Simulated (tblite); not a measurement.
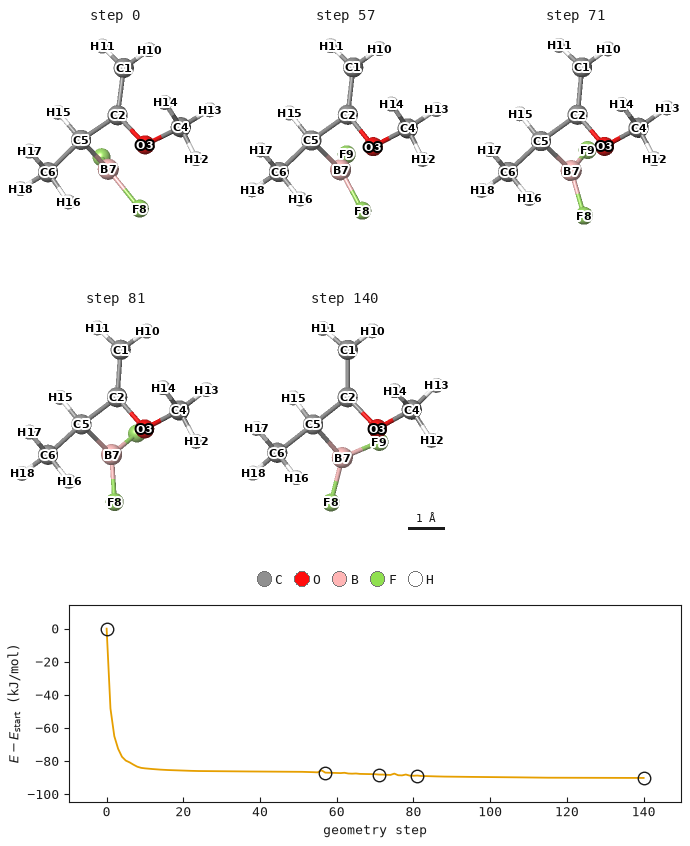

Frames of a relaxation of C₅H₉BF₂O, marked on the history of the run. A ball-and-stick model, seen from a free direction.

The calculation used tblite 0.8.0, GFN2-xTB geometry optimisation, gas phase. 

Describe the path.

Over 140 geometry steps the energy falls by 90.1 kJ/mol. F9 moves most after the best rigid fit: 1.58 Å. Largest moves by element: F 1.58 Å, H 0.43 Å, O 0.25 Å, C 0.24 Å, B 0.23 Å. Near-neighbour distances that change, for instance: B7–F8 1.450 → 1.316 Å, B7–F9 1.440 → 1.317 Å, C2–O3 1.427 → 1.365 Å, C4–H12 1.118 → 1.088 Å. Bond angles that change, for instance: O3–C2–C5 117.2° → 109.9°, C2–O3–C4 124.0° → 117.9°, F8–B7–F9 119.7° → 113.7°. Groups turn about C5–B7 by about 70°. Cost: 5.5 s on 1 thread of Intel(R) Xeon(R) Processor @ 2.50GHz (shared host). From step 0 to 57: F9 moves most (0.48 Å), energy −86.9 kJ/mol. From step 57 to 71: F9 moves most (0.37 Å), energy −1.18 kJ/mol. From step 71 to 81: F atoms move most (0.30 Å), energy −0.59 kJ/mol. From step 81 to 140: F9 moves most (0.52 Å), energy −1.45 kJ/mol.
